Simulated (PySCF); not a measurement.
SMILES Cc1ccsc1-c1c(F)cccc1F, singlet at its GFN2-xTB optimised geometry (Å):

```
22

C     -1.9681     2.2871    -0.0446
C     -0.5184     1.9353     0.0000
C      0.5098     2.9101     0.0095
C      1.7562     2.3761     0.0188
S      1.7285     0.6622     0.0000
C     -0.0117     0.6622     0.0000
C     -0.7402    -0.5997     0.0048
C     -0.4601    -1.6270    -0.8992
F      0.5048    -1.4368    -1.8187
C     -1.1461    -2.8256    -0.9097
C     -2.1560    -3.0365     0.0130
C     -2.4645    -2.0540     0.9369
C     -1.7578    -0.8669     0.9230
F     -2.0521     0.0578     1.8577
H     -2.5530     1.4839    -0.4877
H     -2.3430     2.4650     0.9633
H     -2.1125     3.1943    -0.6275
H      0.3141     3.9677     0.0090
H      2.6993     2.8854     0.0319
H     -0.8837    -3.5741    -1.6398
H     -2.6993    -3.9677     0.0143
H     -3.2376    -2.1962     1.6749
```

Calculation: PBE/def2-SVP (PySCF). Cells within 0.4 Å of a nucleus heavier than hydrogen are left out (blank, or x).

Map of the electron localisation function on the plane z = 0.0 Å:

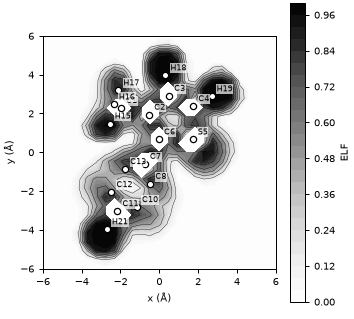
Electron localisation function on the plane z = 0.0 Å.
